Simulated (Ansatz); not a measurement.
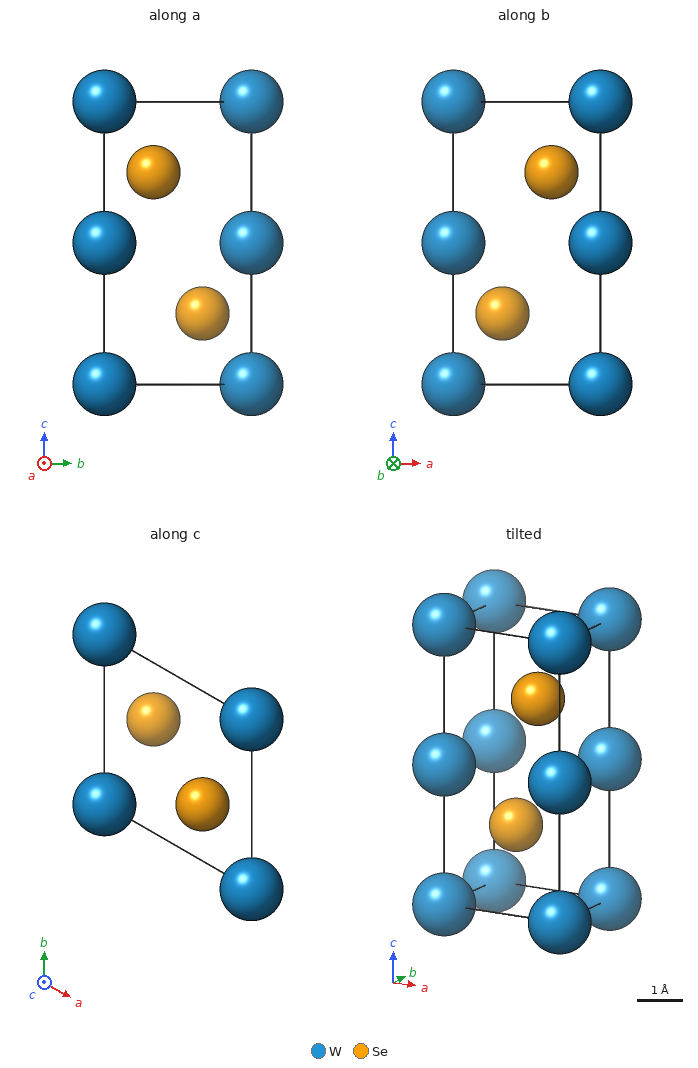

Spheres-only drawing of the structure, looking along the a axis, along the b axis, along the c axis and slightly off an axis. The wireframe shows the conventional unit cell.

Lattice parameters: a = 3.776 Å, b = 3.776 Å, c = 6.281 Å, α = 90.00°, β = 90.00°, γ = 120.00°.

Write down what is shown as a table of Wyckoff sites.

Answer. Space group P6_3/mmc (No. 194).
| atom | site | x | y | z |
| --- | --- | --- | --- | --- |
| W | 2a | 0.0000 | 0.0000 | 0.0000 |
| Se | 2c | 0.3333 | 0.6667 | 0.2500 |

It goes back to a structure type filled with these elements by a generator (whether the compound takes this form wasn't checked). Earlier steps of the study may have refined or changed the cell and positions. An electronic-structure calculation with Ansatz was run on it.

At this level of theory the cell isn't at rest (compressed, at 6 GPa), so its distances can differ from those at equilibrium, the more so the softer the solid.
